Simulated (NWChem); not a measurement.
# One shape, several levels: doublet C2H6Te+

Wanted: a comparison of 5 runs (UHF/STO-3G, UHF/3-21G, UB3LYP/def2-SVP, UM06-2X/def2-SVP, UPBE0/def2-SVP) of doublet C2H6Te+. 

The calculation is run with NWChem 7.3.0.

32 further runs of the same task are left out: 32 set aside as unsound or not needed.

## 1. Starting point

The species is C2H6Te+ (9 atoms), meant as a doublet with charge +1. SMILES of the parent species: `C[Te]C`. The coordinates come from a PBE0-D4/def2-TZVP relaxation. That shape belongs to the parent species and isn't relaxed for this state.

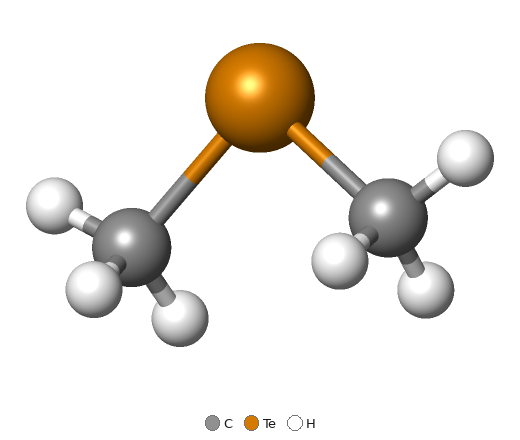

The structure, seen from a chosen angle (carbon grey, tellurium orange, hydrogen white).

## 2. A single-point energy at UHF/STO-3G (run 1)

The input, c2h6te.nw:

```
start c2h6te
title "C2H6Te"
memory 2200 mb
charge 1
geometry units angstrom noautosym nocenter noautoz
  C     -0.777200     1.019100    -0.891200
  Te     1.243600     0.371500    -0.646000
  C      0.782100    -1.033900     0.895200
  H     -1.399600     0.180000    -1.196200
  H     -0.781500     1.778500    -1.672300
  H     -1.141900     1.451600     0.038500
  H      0.094100    -1.786500     0.514800
  H      1.716500    -1.510400     1.189400
  H      0.352600    -0.516200     1.750700
end
basis spherical bse
  * library STO-3G
end
scf
  nopen 1
  uhf
  thresh 1e-08
  maxiter 80
end
task scf energy
```

Run with:

```sh
nwchem c2h6te.nw > c2h6te.out
```

Standard output:

```text
[...]
  functions       =    43
[...]
  wavefunction    = UHF
[...]
         Total SCF energy =  -6625.242649377256
      One electron energy =  -9608.456214789636
      Two electron energy =   2735.314290927404
 Nuclear repulsion energy =    247.899274484976
                       Sz =      0.5000
                 Sz(Sz+1) =      0.7500
                      S^2 =      0.7644
[...]
```

Wall time 16 s (1 thread of AMD EPYC 7R43 (Zen 3), shared host); peak memory 0.094 GiB.

## 3. The energy at UHF/3-21G (run 2)

The input, input.xyz:

```xyz
9

C     -0.777200     1.019100    -0.891200
Te     1.243600     0.371500    -0.646000
C      0.782100    -1.033900     0.895200
H     -1.399600     0.180000    -1.196200
H     -0.781500     1.778500    -1.672300
H     -1.141900     1.451600     0.038500
H      0.094100    -1.786500     0.514800
H      1.716500    -1.510400     1.189400
H      0.352600    -0.516200     1.750700
```

The input, input.nw:

```
start input
memory 2200 mb
charge 1

geometry units angstroms noautosym nocenter noautoz
 load format xyz input.xyz
end

basis spherical bse
 C library 3-21G
 Te library 3-21G
 H library 3-21G
end

scf
 nopen 1
 uhf
 thresh 1e-08
 maxiter 80
end

task scf
```

Run with:

```sh
nwchem input.nw > input.out
```

Standard output:

```text
[...]
  functions       =    61
[...]
  wavefunction    = UHF
[...]
         Total SCF energy =  -6661.235504745543
      One electron energy =  -9647.026066699913
      Two electron energy =   2737.891287469394
 Nuclear repulsion energy =    247.899274484976
                       Sz =      0.5000
                 Sz(Sz+1) =      0.7500
                      S^2 =      0.7632
[...]
```

Run time: 19 s. Hardware: 1 thread of AMD EPYC 7R43 (Zen 3), shared host; peak memory 0.09 GiB.

Runs 3 to 4 aren't shown in full; the table further down has their settings and results.

## 4. The energy at UPBE0/def2-SVP (core potential) (run 5)

The input, run.py:

```python
from ase import Atoms
from ase.calculators.nwchem import NWChem

molecule = Atoms(['C', 'Te', 'C', 'H', 'H', 'H', 'H', 'H', 'H'], positions=[
    [-0.777200, 1.019100, -0.891200],
    [1.243600, 0.371500, -0.646000],
    [0.782100, -1.033900, 0.895200],
    [-1.399600, 0.180000, -1.196200],
    [-0.781500, 1.778500, -1.672300],
    [-1.141900, 1.451600, 0.038500],
    [0.094100, -1.786500, 0.514800],
    [1.716500, -1.510400, 1.189400],
    [0.352600, -0.516200, 1.750700],
])

calc = NWChem(
    label='c2h6te',
    theory='dft',
    memory='2200 mb',
    basis='def2-SVP',
    basispar='spherical bse',
    charge=1,
    dft={'xc': 'pbe0', 'mult': '2', 'grid': 'xfine', 'convergence': 'energy 1e-08', 'iterations': '100', 'mulliken': None},
    task='energy',
    **{'ecp bse': {'Te library': 'def2-SVP'}},
)
molecule.calc = calc

print(f"energy = {molecule.get_potential_energy():.6f} eV")
```

Run with:

```sh
export ASE_NWCHEM_COMMAND="nwchem PREFIX.nwi > PREFIX.nwo"
python run.py
```

Standard output:

```text
energy = -9452.983626 eV
```

The calculator wrote c2h6te.nwi:

```
title "c2h6te"

permanent_dir c2h6te

scratch_dir c2h6te

start c2h6te

geometry units angstrom nocenter noautosym noautoz
  C  -7.7720000000000000e-01 1.0190999999999999e+00 -8.9119999999999999e-01
  Te 1.2436000000000000e+00 3.7150000000000000e-01 -6.4600000000000002e-01
  C  7.8210000000000002e-01 -1.0339000000000000e+00 8.9520000000000000e-01
  H  -1.3996000000000000e+00 1.7999999999999999e-01 -1.1961999999999999e+00
  H  -7.8149999999999997e-01 1.7785000000000000e+00 -1.6722999999999999e+00
  H  -1.1418999999999999e+00 1.4516000000000000e+00 3.8500000000000000e-02
  H  9.4100000000000003e-02 -1.7865000000000000e+00 5.1480000000000004e-01
  H  1.7164999999999999e+00 -1.5104000000000000e+00 1.1894000000000000e+00
  H  3.5260000000000002e-01 -5.1619999999999999e-01 1.7506999999999999e+00
end

charge 1

memory 2200 mb

basis spherical bse noprint
   * library def2-SVP
end

dft
  xc pbe0
  mult 2
  grid xfine
  convergence energy 1e-08
  iterations 100
  mulliken
end
ecp bse
  Te library def2-SVP
end

task dft energy
```

c2h6te.nwo:

```text
Northwest Computational Chemistry Package (NWChem) 7.3.0
             --------------------------------------------------------

           Job information
           ---------------

    nwchem branch   = 7.3.0
    use scalapack   = T
    input           = c2h6te.nwi
    prefix          = c2h6te.
    data base       = c2h6te/c2h6te.db
    status          = startup
    nproc           =        1

           Memory information
           ------------------

    heap     =     72089596 doubles =      550.0 Mbytes
    stack    =     72089601 doubles =      550.0 Mbytes
    global   =    144179200 doubles =     1100.0 Mbytes (distinct from heap & stack)
    total    =    288358397 doubles =     2200.0 Mbytes
    verify   = yes
    hardfail = no

[... 110 lines left out ...]
  convergence criterion.
[... 17 lines left out ...]
          Convergence on gradient requested:  5.00D-04
[... 25 lines left out ...]
          Convergence aids based upon iterative change in
[... 30 lines left out ...]
 1-e energy   =    -812.128875
[... 60 lines left out ...]
         Total DFT energy =     -347.390743604356
[... 2 lines left out ...]
    Exchange-Corr. energy =      -33.479256780205
[... 612 lines left out ...]
                     DFT Final Beta Molecular Orbital Analysis
[... 696 lines left out ...]
 center of mass
 --------------
 x =   1.89549424 y =   0.56326119 z =  -0.98343773

 moments of inertia (a.u.)
 ------------------
         282.898863972644          47.510959235068          -5.483106655937
          47.510959235068         359.441193312919         125.616589892798
          -5.483106655937         125.616589892798         363.202542203138

     Multipole analysis of the density
     ---------------------------------

     L   x y z        total         alpha         beta         nuclear
     -   - - -        -----         -----         ----         -------
     0   0 0 0      1.000000    -21.000000    -20.000000     42.000000

     1   1 0 0      1.188928    -27.670325    -25.406119     54.265371
[... 8 lines of this table left out ...]
     2   0 0 2    -23.590337    -65.016643    -60.573693    101.999998

 Task  times  cpu:      110.9s     wall:      110.9s
 Total times  cpu:      111.0s     wall:      111.0s
```

Wall time 1.9 min (1 thread of AMD EPYC 7R43 (Zen 3), shared host); peak memory 0.14 GiB.

## 5. Overview of the runs

| run | level | iteration cap | module | energy (Eh) | HOMO energy (eV) | LUMO energy (eV) | ⟨S²⟩ | wall time |
| --- | --- | --- | --- | --- | --- | --- | --- | --- |
| 1 | UHF/STO-3G | 80 | scf | -6625.242649 | -15.30 | -4.76 | 0.764 | 16 s |
| 2 | UHF/3-21G | 80 | scf | -6661.235505 | -16.14 | -6.17 | 0.763 | 19 s |
| 3 | UB3LYP/def2-SVP (core potential) | 100 | dft | -347.571365 | – | – | 0.753 | 2 min |
| 4 | UM06-2X/def2-SVP (core potential) | 100 | dft | -347.350226 | -14.54 | -8.69 | 0.759 | 3.1 min |
| 5 | UPBE0/def2-SVP (core potential) | 100 | dft | -347.390744 | -13.38 | -9.92 | 0.754 | 1.9 min |

## 6. Results

| quantity | value |
| --- | --- |
| run 5: total energy | -347.39074 Eh |
| run 5: HOMO energy (highest over α and β) | -13.38 eV |
| run 5: LUMO energy (lowest over α and β) | -9.92 eV |
| run 5: ⟨S²⟩ | 0.754 |

What this shows: Totals of different functionals can't be ranked against each other. Some runs of one species differ in core potentials or relativity; totals across that change don't compare. In run 1 the basis is minimal, so the values are rough. In runs 1, 2 relativity is left out where basis or elements ask for it. All runs together took 7.5 min, the longest 3.1 min.
